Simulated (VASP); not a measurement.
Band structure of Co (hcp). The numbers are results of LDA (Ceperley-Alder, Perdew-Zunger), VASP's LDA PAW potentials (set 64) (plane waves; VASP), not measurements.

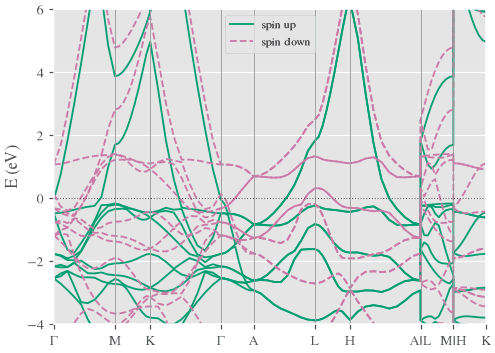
Figure. Bands along high-symmetry lines, zero at the valence-band maximum or, without a gap, the Fermi level

Task: Read the plot: is there a gap, and where are the band edges?

Result: It has no gap at this level: it comes out as a metal or semimetal. (Edges off the drawn lines would not show.)

The compound is Co in the hcp structure. It was relaxed first, which changed the volume by -10 %.
